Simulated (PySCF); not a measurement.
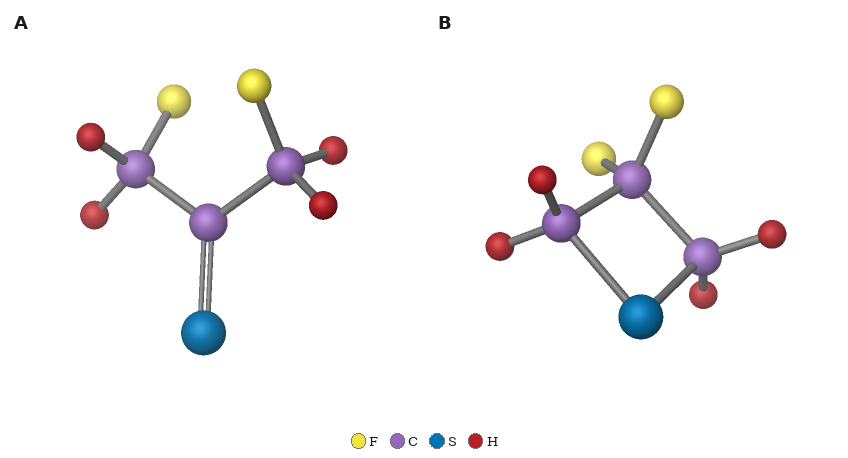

2 stationary structures of one formula. Geometries: PBE0-D3(BJ)/def2-SVP. Electronic energies: PBE0-D3(BJ)/def2-SVP (PySCF 2.14.0), without zero-point energy. No frequency run is at hand to confirm each as a minimum. Each is one conformer, not always the lowest.

> Are they conformers, stereoisomers or constitutional isomers?

They are constitutional isomers of C3H4F2S: A `FCC(=S)CF`, B `FC1(F)CSC1`.

> Which is lowest in energy, and by how much?

B is lowest; A lies 71.8 kJ/mol above it.
